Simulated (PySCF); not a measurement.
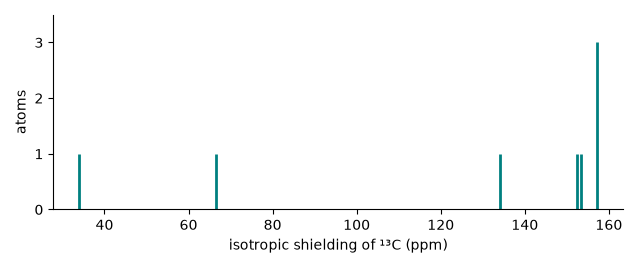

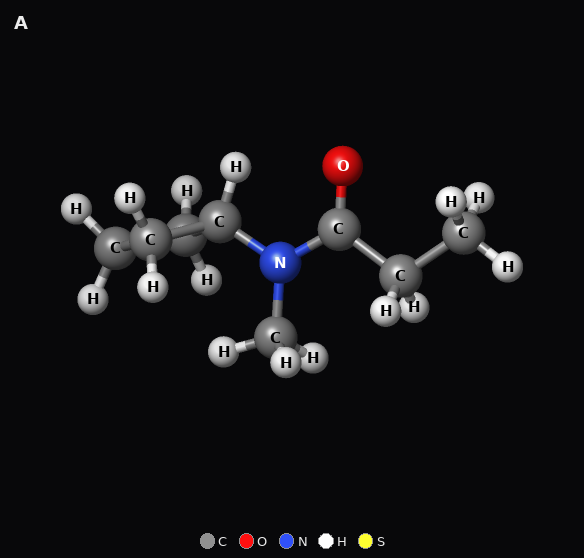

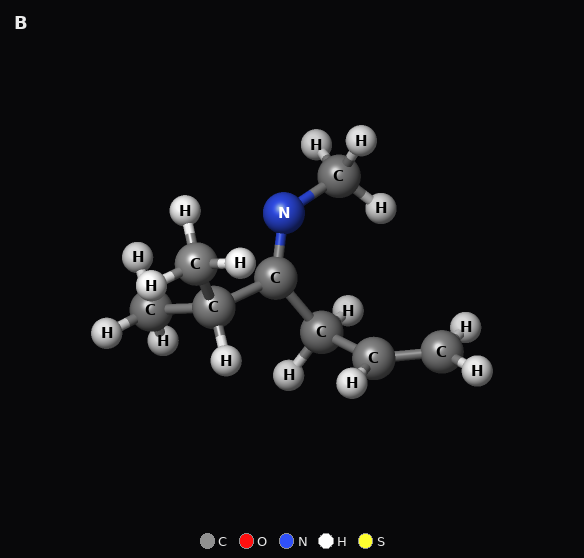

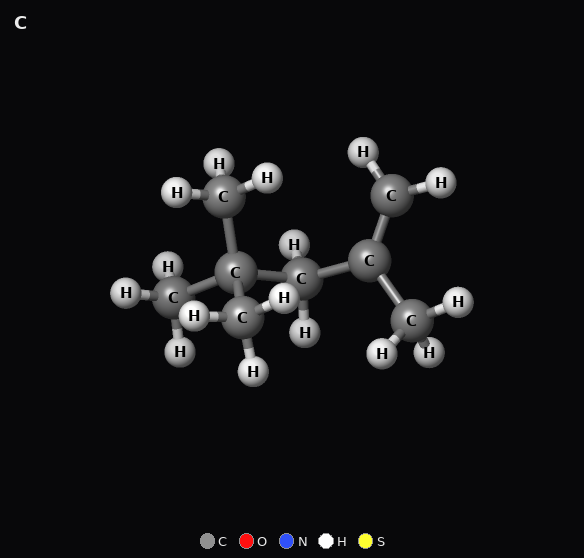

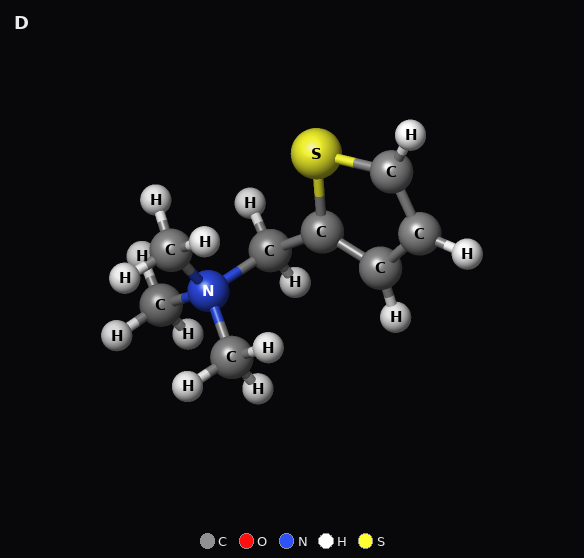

The sticks are computed shieldings of one of the molecules, for one fixed geometry (GFN2-xTB) without averaging over rotations. Low shielding means a high chemical shift. Method: GIAO PBE0/pcSseg-1 NMR shielding, non-relativistic, gas phase (PySCF 2.14.0).

**Which molecule gives this pattern?**

C, `C=C(C)CC(C)(C)C`. Its 8 C atoms give lines at 34.0, 66.4, 134.1, 152.3, 153.3, 157.2 (3 atoms) ppm.
